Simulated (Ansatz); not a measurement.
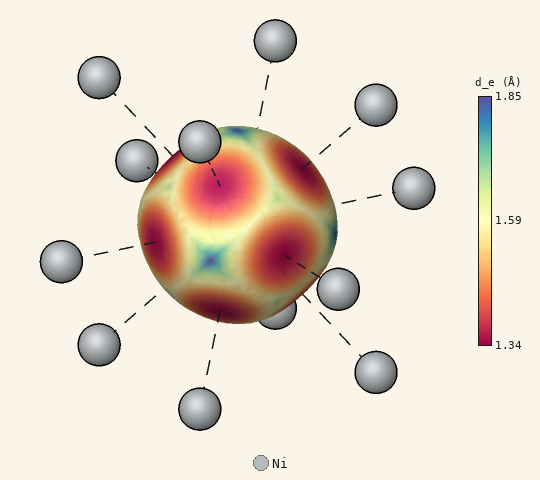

Hirshfeld surface computed for one Ni atom in Ni (Fm-3m), coloured by d_e. Dashed lines lead to the closest neighbours outside.

The surface is where the fragment's share of the procrystal density (the sum of the densities of spherically averaged neutral Hartree-Fock atoms) equals one half. d_i and d_e are the distances from the surface to the nearest nucleus inside and outside.

Origin of the cell: the input geometry of an electronic-structure calculation (not necessarily at equilibrium).

```cif
data_structure
_symmetry_space_group_name_H-M 'P 1'
_symmetry_Int_Tables_number 1
_cell_length_a 3.5587
_cell_length_b 3.5587
_cell_length_c 3.5587
_cell_angle_alpha 90.000
_cell_angle_beta 90.000
_cell_angle_gamma 90.000
_cell_volume 45.07
loop_
_atom_site_label
_atom_site_type_symbol
_atom_site_fract_x
_atom_site_fract_y
_atom_site_fract_z
_atom_site_occupancy
Ni1 Ni 0.00000 0.00000 0.00000 1
Ni2 Ni 0.00000 0.50000 0.50000 1
Ni3 Ni 0.50000 0.00000 0.50000 1
Ni4 Ni 0.50000 0.50000 0.00000 1
```

Q: What is the shortest distance from the fragment to an atom outside it?

A: Ni–Ni, 2.52 Å.

Q: How is the surface shared among contacts (nearest atom inside ··· nearest atom outside)?

A: Ni···Ni 100 %. The surface faces 12 neighbours with more than 2 % of its area each: 12 Ni.

Q: Give the size and shape of the surface.

A: It encloses about 7.5 Å³, has an area of about 18 Å² and a globularity of 1.00 (1 for a sphere).
